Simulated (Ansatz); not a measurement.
# GaSn (hypothetical, Fm-3m): thermal expansion from first principles, part 3 of 3

Aim: the lattice, expansion, heat capacity and bulk modulus of GaSn (hypothetical) as it warms. The compound is hypothetical: it was made by swapping elements on a known structure type.

Ansatz 0.2.0; DFT PBEsol, scalar-relativistic, plane waves, PAW.

So far. Step 2 (A first coarse run): The start is under 359 GPa at this level and looks like a metal on this mesh. Step 5 (Relaxing to small residual forces and stress): The residual pressure is 0.0084 GPa, small enough for phonons. The relaxed cell has a = 5.686 Å (conventional setting).

## (8) Phonons of the refused cell

The study refused this cell, so its phonons are run alone to see which modes are imaginary.

File input.yaml:

```yaml
crystal:
  lattice:
    - [0.0, 2.8429452195, 2.8429452195]
    - [2.8429452195, 0.0, 2.8429452195]
    - [2.8429452195, 2.8429452195, 0.0]
  atoms:
    - { symbol: Sn, position: [0.5, 0.5, 0.5] }
    - { symbol: Ga, position: [0.0, 0.0, 0.0] }
kpoints:
  mp_grid: { grid: [12, 12, 12] }
hamiltonian:
  xc: pbesol
scf:
  occupations: { method: methfessel_paxton, width: 0.2 }
output:
  eigenvalues: true
phonons:
  method: dfpt
  qmesh: [4, 4, 4]
  temperatures: { t_max: 1000, t_step: 50 }
  qpath:
    path:
      - [[0.0, 0.0, 0.0], [0.5, 0.0, 0.5], [0.625, 0.25, 0.625]]
      - [[0.375, 0.375, 0.75], [0.0, 0.0, 0.0], [0.5, 0.5, 0.5], [0.5, 0.25, 0.75], [0.5, 0.0, 0.5]]
    npoints: 10
```

The run is started by

```bash
$ ansatz run input.yaml --threads 4 --pin off --max-ram 8192MiB --backend cpu --events-out ev --progress --plain --runs-dir out
```

Numbers of over 12 decimals in the logs are rounded to 6 here.

What it wrote:

```text
[...]
Crystal: 2 atoms, lattice volume = 45.955 Å³
Basis set: ecut = 420 eV, 893 PW (Γ), exchange–correlation on 54×54×54 points (8 copies of the dense FFT grid, shifted against one another)
Bands: 18, of which v1, the nominal top of the filled ones, is band 14 counted from 1 (13 counted from 0)
Symmetry: 48 space group operations
k-points: 72 of 1728
[...]
SCF iter   1: F=—  HF=-9692.857453 eV  |F-HF|=—  |Δ(HF+E_count)|=         —  Δρ=2.58e-3  dr2=2.53e-3  ethr=1.77e-3  ⟨swp⟩=5.2  Hψ=5982  notcnv=0
[...]
SCF iter  10: F=-9692.855017 eV  HF=-9692.855017 eV  |F-HF|=0.00e0  |Δ(HF+E_count)|=  1.42e-10  S|Δr|=    0.00e0  Δρ=3.32e-8  dr2=3.02e-13  ethr=1.00e-12  ⟨swp⟩=5.5  Hψ=6764  notcnv=0
SCF 1 converged in 10 iterations: F = -9692.855017 eV  dr2 = 3.02e-13
[...]
phonons: the bands overlap, so this run is a metal and interpolates without the dipole-dipole term. If the crystal is really an insulator or semiconductor, its LO-TO splitting is missing
NSCF: frozen V_eff on 72 k-points
[...]
DFPT response loops at q = (0, 0, 0) (fractional): preconditioner auto → Kerker (q_TF=auto, 2.497 Å⁻¹) (partly filled bands, converged f_vac=0.000); β = 1.00, the filter's whole step (`scf.mixing.beta` (0.50) is not read by the response loops under this deck's `scf.mixing.preconditioner`; to damp them name `kerker` or `kerker_dos`, under which they read `scf.mixing.beta`, and type it under 1.00, their step now; both keys bind the ground state too); Broyden in place of MSR1
[...]
SCF converged after 10 iterations
[...]
Free energy (F): -9692.855017 eV
[...]
Internal energy: -9692.855622 eV  (E = F + TS)
E sigma→0 (E₀):  -9692.855168 eV
Entropy (-TS):   0.000605 eV (0.303 meV/atom)
Fermi energy:    10.018678 eV
[...]
--- Band table (eV; the first three rows and the last of 72) ---
  k-point 0: bands = [... 10 lower, -1.0750, 11.3343, 11.3343, 11.3343, 11.8949, 16.9937, 16.9937, 16.9937]
  k-point 1: bands = [... 10 lower, -0.9772, 10.0106, 11.3278, 11.3278, 12.8938, 16.6600, 16.6600, 16.6790]
  k-point 2: bands = [... 10 lower, -0.6837, 8.3449, 11.3290, 11.3290, 13.5057, 15.6317, 15.6317, 16.1837]
  k-point 71: bands = [... 10 lower, 3.5412, 4.4235, 6.4625, 6.4625, 13.7501, 14.1046, 17.3482, 17.3482]
--- Phonons (Γ-DFPT): 2 representative perturbations + reference (Σ response iterations 7) ---
  ASR residual: 4.790e-5 → 0.000e0 eV/Å²; symmetrization residual: 6.786e-6 eV/Å²
  ASR residual per site (eV/Å²): 4.79e-5 1.62e-5
  Γ frequencies (cm⁻¹): 0.00 0.00 0.00 143.77 143.77 143.77
--- Phonons (arbitrary-q DFPT): 8 irreducible q on the 4×4×4 mesh ---
  q = [0.0000, 0.0000, 0.0000] (star 1, of the zone-centre solve; hermiticity 4.06e-6, symmetrization 3.05e-11): -0.00 0.00 0.00 143.77 143.77 143.77
  q = [0.0000, 0.0000, 0.2500] (star 8, 2 solved perturbations on 936 of 1728 k-point pairs; hermiticity 2.82e-6, symmetrization 4.94e-12): 54.07 54.07 67.00 121.41 127.50 127.50
[...]
q = [0.0000, 0.2500, 0.2500] (star 6, 4 solved perturbations in 1608 linear systems a pass and spin channel, the states on 510 of 1728 k-point pairs; hermiticity 2.51e-6, symmetrization 2.01e-12): 4.20 4.20 45.92 122.26 149.77 149.77
[...]
sum rule: each row above includes the acoustic sum rule's correction from the zone centre's row sums; it moved no ω² by more than (0.33 cm⁻¹)²
  mesh force constants: q→R imaginary residual 9.55e-18; ASR residual 4.790e-5 → 0.000e0 eV/Å²; symmetrization residual 4.885e-15 eV/Å²
  interpolated dispersion: 62 rows × 6 modes
  density of states and harmonic sums: on the 20×20×20 q-mesh, interpolated from the force constants of a 4×4×4 supercell (no non-analytic term)
  largest difference from the sums on the solved wave vectors: F 1.42e-2 eV, S 1.97e-5 and C_V 2.84e-6 eV/K
  zero-point energy: 0.034182 eV/cell   skipped modes (ω ≤ 0): 89, of them read as no rigid motion or as one in doubt: 86 (2.948e-1 modes/cell left out, lowest -30.58 cm⁻¹)   left out of the sums: 4.92e-2 of the cell's modes: C_V's classical limit lies that fraction below 3 k_B per atom; for a crystal, a wire or a layer, F and S can be off by more, and a phonons.interpolated_qmesh denser along its periods is the remedy for the sampling
```

The job ended after 4.5 min (4 threads of Arm Neoverse V2, shared host; peak memory 3.4 GiB; 18 min of CPU time).

Numbers from this step:

- Γ frequencies: 0, 0, 0, 143.8, 143.8, 143.8 cm⁻¹ (negative: imaginary)
- lowest frequency on the path: -30.58 cm⁻¹
- point group: m-3m
- highest frequency: 171.5 cm⁻¹

No LO-TO term. The phonon branches at the labelled points (cm⁻¹):

```tsv
point	branch 1	branch 2	branch 3	branch 4	branch 5	branch 6
Γ	0	0	0	144	144	144
X	-19	-19	24	157	157	172
U	37	43	55	139	143	165
jump to K	37	43	55	139	143	165
Γ	0	0	0	144	144	144
L	71	71	92	106	106	120
W	10	10	88	116	162	162
X	-19	-19	24	157	157	172
```

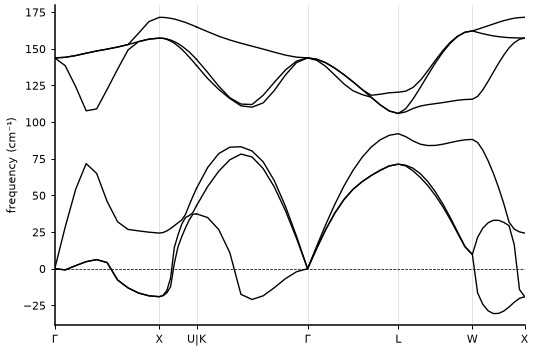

Phonon branches along the path.

The phonon density of states has structure finer than the step of the table below, so its rows give means over 10 cm⁻¹, whole bins alone (the curve runs from -31 to 171 cm⁻¹). Peaks (cm⁻¹: height): 71.0: 0.0504, 83.0: 0.0638, 115.0: 0.0746, 149.0: 0.0707.

Tetrahedra on 20 20 20, mean over bins of 2 cm⁻¹. Table of phonon density of states by wavenumber; means over each step:

```tsv
wavenumber (cm⁻¹)	phonon density of states (1/cm⁻¹/cell)
-20	0.0109
-10	0.0101
0	0.0105
10	0.0123
20	0.0158
30	0.0308
40	0.0383
50	0.0367
60	0.0389
70	0.0451
80	0.0421
90	0.00649
100	1.9e-5
110	0.0378
120	0.0552
130	0.0465
140	0.0529
150	0.0676
160	0.0344
```

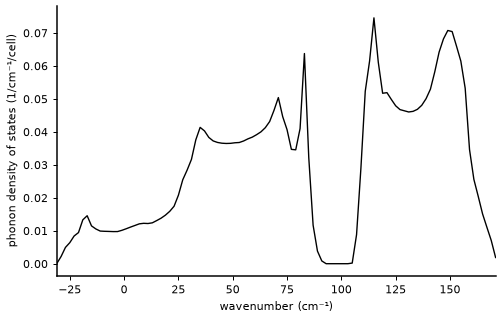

Phonon density of states, plotted against wavenumber.

No LO-TO term. The modes at Γ (shares of kinetic energy by element, %):

```tsv
mode	frequency (cm⁻¹)	symmetry	Sn %	Ga %
1	0.0	T1u	63	37
2	0.0	T1u	63	37
3	0.0	T1u	63	37
4	143.8	T1u	37	63
5	143.8	T1u	37	63
6	143.8	T1u	37	63
```

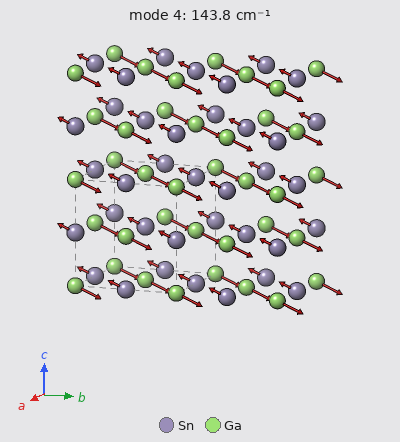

Displacement patterns of mode 4 at Γ; arrows are exaggerated. 1×2×2 conventional cells are drawn. Some periodic images of atoms are drawn too.

Lowest modes at the softest wavevector of the mesh; phase exp(i q.(R + tau)). The modes at q = (0.500, 0.500, 0.000) (shares of kinetic energy by element, %) (negative means imaginary):

```tsv
mode	frequency (cm⁻¹)	Sn %	Ga %
1	-19.1	60	40
2	-19.1	60	40
3	24.3	58	42
4	157.3	40	60
5	157.3	40	60
6	171.5	42	58
```

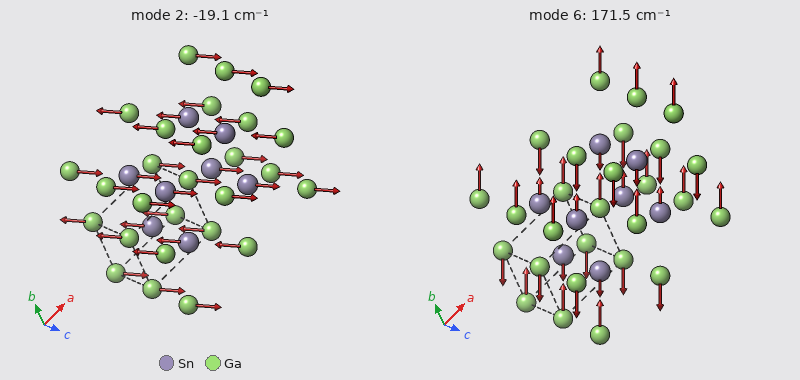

Displacement patterns of modes 2 and 6 at q = (0.500, 0.500, 0.000); arrows are exaggerated. 2×2×2 cells are drawn. The axes are those of the cell as run, not the conventional ones. Some periodic images of atoms are drawn too.

The modes has structure finer than the step of the table below, so its rows give means over 10 cm⁻¹, whole bins alone (the curve runs from -39.9 to 186 cm⁻¹). Peaks (cm⁻¹: height): Ga 34.0: 0.0154, 113.7: 0.0575, 149.2: 0.0431; Sn -15.8: 0.00922, 55.4: 0.0294, 63.9: 0.0367, 72.4: 0.0433, 82.4: 0.0411, 150.6: 0.0263.

Phonopy on the run's constants, 17x17x17 mesh, Gaussian sigma 2.0 cm⁻¹. The modes by wavenumber; means over each step; values in 1/cm⁻¹/cell:

```tsv
wavenumber (cm⁻¹)	Ga	Sn
-30	0.00139	0.00208
-20	0.00525	0.00806
-10	0.00474	0.00738
0	0.00179	0.00283
10	0.00366	0.00584
20	0.00652	0.0105
30	0.0124	0.0202
40	0.0140	0.0241
50	0.0120	0.0245
60	0.0107	0.0286
70	0.00748	0.0361
80	0.00414	0.0358
90	6.5e-4	0.00924
100	8.5e-4	2.7e-5
110	0.0365	0.00256
120	0.0440	0.00896
130	0.0334	0.0131
140	0.0343	0.0181
150	0.0411	0.0252
160	0.0214	0.0141
170	0.00373	0.00260
180	9.3e-6	6.2e-6
```

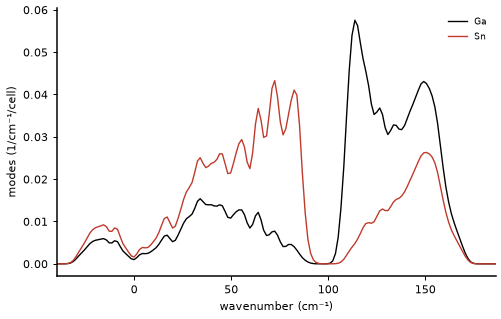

Modes, plotted against wavenumber.

The lowest solved frequency is -19.1 cm⁻¹, so the cell is unstable here and gives no valid free energy.

## (9) Outcome

| Quantity | Value |
| --- | --- |
| lowest frequency at the solved wavevectors | -19.1 cm⁻¹ |

In words: With imaginary harmonic modes at the relaxed cell the quasi-harmonic free energy is undefined, so no expansion is obtained for this phase at this level. The softest solved mode is 19i cm⁻¹ at q = (0, -0.5, -0.5), and 1 of 8 solved wavevectors carry a mode beyond 8i cm⁻¹. In a metal soft modes also hang on the k-mesh and the smearing, which were not converged here. The PAW files were made for PBE and are used here under another functional, for which the program regenerates the frozen cores.

[Logs are printed without paths, hosts, clocks, repeated set-up lines and the standing remarks that a program may print on its own settings, such as how far it seeks lower states.]

[Hosts, paths, dates, database ids (printed as entryN), source tags and the programs' standing remarks are cut or masked in the printed files.]

[A step with changed settings may run another functional than the one named; its input shows which.]

[Pressures of single members of a volume series are the stress at the run's cutoff; with an incomplete basis they can lie off −dE/dV of the same runs, and they are not shown converged.]
